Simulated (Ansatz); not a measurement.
# BH5S (SMILES [BH3-][SH2+]) at CCSD/STO-3G

What is the vertical ionisation energy of BH5S at CCSD/STO-3G? 

The calculation is run with Ansatz 0.2.0.

50 further runs of the same task are left out: 1 that didn't finish, 49 set aside as unsound or not needed.

## (1) Starting point

The species is BH5S (7 atoms), meant as a singlet with charge 0. SMILES: `[BH3-][SH2+]`. The shape is that of a PBE0-D4/def2-TZVP optimisation.

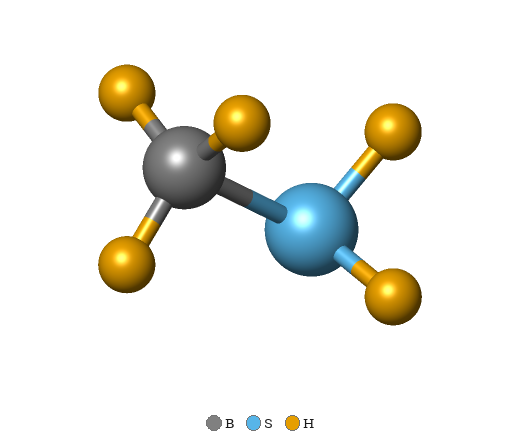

Viewed from a chosen angle; boron grey, sulfur blue, hydrogen amber.

## (2) A single-point energy at CCSD/STO-3G

molecule.yaml reads:

```yaml
crystal:
  periodic: [false, false, false]
  atoms:
    - {symbol: B, position_ang: [-0.525600, -0.461500, -0.504300]}
    - {symbol: S, position_ang: [0.568600, 0.977600, 0.290900]}
    - {symbol: H, position_ang: [-1.623200, 0.036400, -0.431500]}
    - {symbol: H, position_ang: [-0.344400, -1.447600, 0.159700]}
    - {symbol: H, position_ang: [-0.075400, -0.482100, -1.624500]}
    - {symbol: H, position_ang: [0.286000, 0.903800, 1.604900]}
    - {symbol: H, position_ang: [1.775400, 0.405500, 0.458900]}
basis:
  gaussian:
    orbitals: STO-3G
correlation:
  method: ccsd
  frozen_orbitals: {B: 1, H: 0, S: 5}
accuracy: high
scf:
  omitted_lower_state_checks: [cluster_reference, increment]
```

Launch:

```console
$ ansatz run molecule.yaml --threads 1 --pin off --max-ram 2610MiB --events-out events.jsonl --progress --plain --runs-dir runs
```

What it wrote, cut to the lines that bear on the results:

```text
Warning: RAYON_NUM_THREADS=1 ignored (pool sized by the plan → 1); use --threads N
Functional definition: HF
  name "HF"
[...]
332 factors; integrals over basis functions are off by at most 9.3e-9 eV
[...]
mean field -11440.22877774 eV, -420.4206531165 hartree, gradient 4.5e-9 eV, S^2 0.000000; 0 other end points of the search recorded, 0 dependent functions left out
6 core orbitals not correlated: weight in the atoms' cores, before any rotation towards them, 1.000 or more for the frozen orbitals, at most 0.000 for the correlated occupied ones
reference -11440.22877774 eV, -420.4206531165 hartree; 7, 7 occupied and 6, 6 virtual orbitals, 332 factors
second order -2.05101596 eV of doubles, -0.00000000 eV of singles
cycle   1  -2.62661014 eV  change   -5.8e-1 eV  update   5.9e-2
[...]
cycle  18  -2.93387121 eV  change   -1.2e-9 eV  update  3.2e-10
Total energy: -11443.16264895 eV, -420.5284708948 hartree
Checks for a lower state left out: cluster_reference, increment
```

Wall time 0.16 s (1 thread of Arm Neoverse V1, shared host).

## (3) The doublet cation, same level

input.yaml reads:

```yaml
crystal:
  periodic: [false, false, false]
  atoms:
    - {symbol: B, position_ang: [-0.525600, -0.461500, -0.504300]}
    - {symbol: S, position_ang: [0.568600, 0.977600, 0.290900]}
    - {symbol: H, position_ang: [-1.623200, 0.036400, -0.431500]}
    - {symbol: H, position_ang: [-0.344400, -1.447600, 0.159700]}
    - {symbol: H, position_ang: [-0.075400, -0.482100, -1.624500]}
    - {symbol: H, position_ang: [0.286000, 0.903800, 1.604900]}
    - {symbol: H, position_ang: [1.775400, 0.405500, 0.458900]}
basis:
  gaussian:
    orbitals: STO-3G
total_charge: 1
magnetization:
  spin_polarized: true
  initial_magnetization: 1
correlation:
  method: ccsd
  frozen_orbitals: {B: 1, H: 0, S: 5}
accuracy: high
scf:
  omitted_lower_state_checks: [cluster_reference, increment]
```

Launch:

```console
$ ansatz run input.yaml --threads 1 --pin off --max-ram 2610MiB --events-out events.jsonl --progress --plain --runs-dir runs
```

What it wrote, cut to the lines that bear on the results:

```text
Warning: RAYON_NUM_THREADS=1 ignored (pool sized by the plan → 1); use --threads N
Functional definition: HF
  name "HF"
[...]
332 factors; integrals over basis functions are off by at most 9.3e-9 eV
[...]
mean field -11430.90664578 eV, -420.0780710857 hartree, gradient 9.3e-8 eV, S^2 0.758679; 14 other end points of the search recorded, 0 dependent functions left out
6 core orbitals not correlated: weight in the atoms' cores, before any rotation towards them, 1.000 or more for the frozen orbitals, at most 0.000 for the correlated occupied ones
reference -11430.90664578 eV, -420.0780710857 hartree; 7, 6 occupied and 6, 7 virtual orbitals, 332 factors
second order -1.96625383 eV of doubles, -0.00000000 eV of singles
cycle   1  -2.52288903 eV  change   -5.6e-1 eV  update   6.5e-2
[...]
cycle  35  -2.85781743 eV  change   6.8e-10 eV  update   1.4e-9
Total energy: -11433.76446321 eV, -420.1830939391 hartree
Checks for a lower state left out: cluster_reference, increment
```

It took 0.5 s on 1 thread of Arm Neoverse V1, shared host.

## (4) Summary of results

At CCSD/STO-3G, 6 core orbitals frozen:

| quantity | value |
| --- | --- |
| singlet BH5S: total energy | -420.52847 Eh |
| singlet BH5S: correlation energy (6 core orbitals frozen) | -107.8 mEh |
| singlet BH5S: T1 diagnostic | 0.006 |
| doublet cation: total energy | -420.18309 Eh |
| doublet cation: correlation energy (6 core orbitals frozen) | -105.0 mEh |
| doublet cation: ⟨S²⟩ of the reference determinant | 0.759 |
| doublet cation: T1 diagnostic | 0.131 |
| vertical ionisation energy (to the doublet cation) | 9.398 eV |

**Reading.** The vertical ionisation energy comes to 9.40 eV (217 kcal/mol). In a minimal basis such a difference can be off by several eV, whatever the method. The T1 diagnostic (doublet cation) of 0.131 is above the customary mark for such species, so a single reference may not serve.
